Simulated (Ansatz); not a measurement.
## Strength of the C–Sn bond: SnH3(CF3) → SnH3 + CF3

Species: SnH3(CF3), singlet; SnH3 `[SnH3]`, doublet; CF3 (trifluoromethyl radical) `F[C](F)F`, doublet. 

Shapes, held fixed at every level: PBE0-D4/def2-TZVP. Programs: Ansatz 0.2.0. The zero-point and thermal change to 298 K, harmonic and unscaled (PBE0-D4/def2-TZVP), is -7.8 kJ/mol.

| level | kind | ΔH(298 K) (kJ/mol) | less CCSD(T)/def2-TZVPP | CPU time (sum over the molecules) |
| --- | --- | --- | --- | --- |
| HF/def2-SVP | Hartree–Fock | +164.7 | -109.4 | – |
| SPW92/def2-TZVPP | LDA | +311.3 | +37.2 | 6.2 s |
| B3LYP-D4/def2-TZVPP | global hybrid | +260.8 | -13.3 | 16 s |
| PBE0-D4/def2-TZVPP | global hybrid | +261.8 | -12.3 | 12 s |
| r2SCAN0-D4/def2-TZVPP | global hybrid | +245.7 | -28.4 | 21 s |
| wB97X-V/def2-TZVPP | range-separated hybrid | +283.1 | +9.0 | 31 s |
| MP2/def2-SVP | perturbation theory | +256.9 | -17.2 | – |
| CCSD(T)/def2-TZVPP | coupled cluster or CI | +274.1 | 0.0 | 63 s |

The highest level, CCSD(T)/def2-TZVPP, gives ΔH(298 K) = +274.1 kJ/mol; the levels span +164.7 to +311.3. The column of differences is taken from that level and isn't an error. Hartree–Fock misses the correlation of the pair that is broken and comes out low. No measured value is set beside it here. Open shells run unrestricted unless RO is named. For atoms past krypton def2 sets carry core potentials with scalar relativity. Correlated rows may include outer-core shells of Sn, which these sets cover unevenly. Times are processor times on shared x86 and Arm servers, and rough.

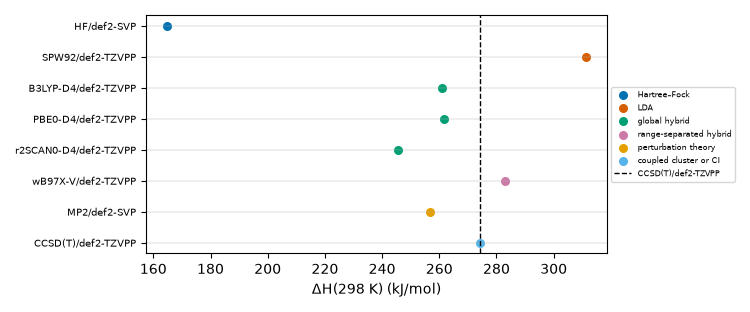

The values of the table, level by level.
